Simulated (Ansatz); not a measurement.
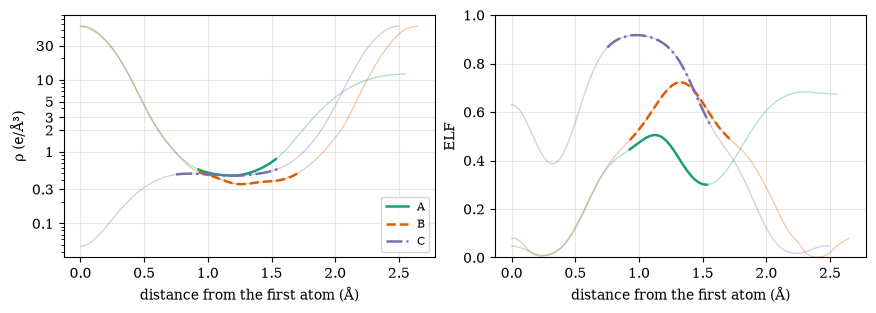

The picture shows: SiGe3Pt. Valence pseudo-density and electron localisation function along straight lines between neighbouring atoms. Thin, pale parts lie inside the atomic spheres.

Space group P3m1; a generated structure, not necessarily the stable one; changed on purpose from its base cell (volume × 1.06, shape and atoms relaxed); computed pressure about −4 GPa in this cell.

Level of theory: DFT PBE, scalar-relativistic, plane waves, PAW in Ansatz 0.2.0.

Core electrons are frozen (PAW), and the valence fields are smoothed inside the atomic spheres.

```
Si Ge Pt
1.0
     4.12092    0.00000    0.00000
    -2.06046    3.56882    0.00000
     0.00000    0.00000    7.84589
Si Ge Pt
1 3 1
Cartesian
  0.0000 0.0000 3.5030
  2.0605 1.1896 4.2752
  2.0605 1.1896 6.9262
  0.0000 0.0000 0.9725
  0.0000 2.3792 0.0148
```

Q: Which curve belongs to which contact (Ge–Ge, Ge–Pt and Si–Ge)? The first atom named is at distance zero.

A: Curve A: Ge–Pt (2.56 Å): ρ is about 0.48 e/Å³ halfway; the ELF is about 0.45 at the midpoint. Curve B: Ge–Ge (2.65 Å): ρ is about 0.36 e/Å³ halfway; the ELF peaks at about 0.70 between the atoms. Curve C: Si–Ge (2.50 Å): the density is about 0.46 e/Å³ at the midpoint; the ELF peaks at about 0.90 between the atoms.
